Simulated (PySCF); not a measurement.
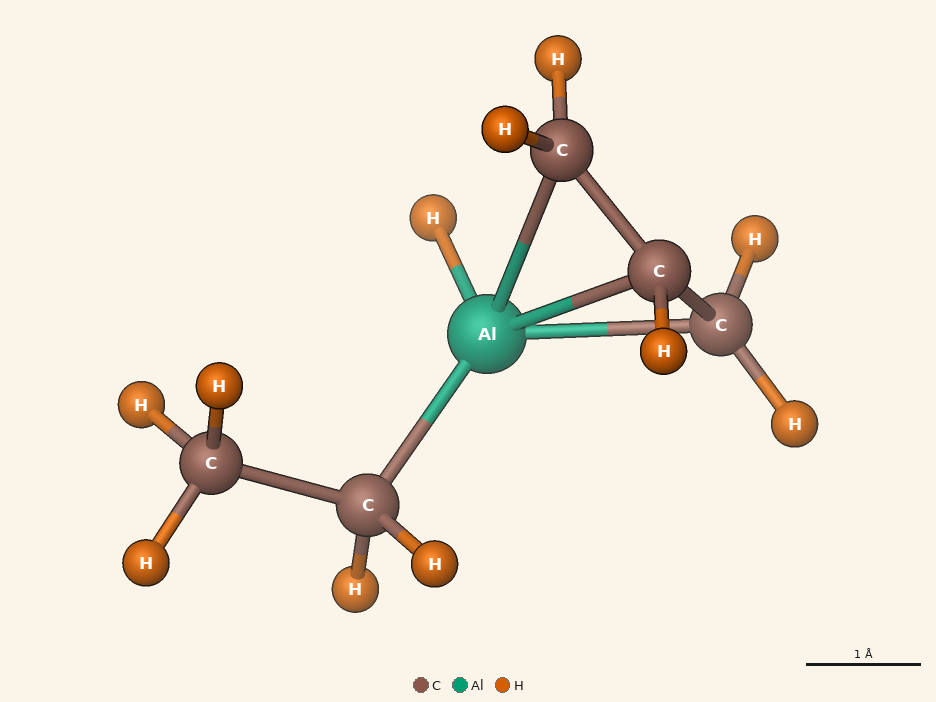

Depth is shown by fading: the farther an atom, the more it takes the colour of the background. The computed structure is the end point of a PBE0-D3(BJ)/def2-SVP optimisation. No frequency run is at hand to confirm it as a minimum. Masses are those of the most abundant isotopes; constants are for the rigid equilibrium geometry.

Classify the rotor and give the rotational constants (GHz).

Answer. An asymmetric top (C1): A = 4.96, B = 1.71, C = 1.52 GHz. Ray's parameter κ is −0.89, close to the prolate limit.
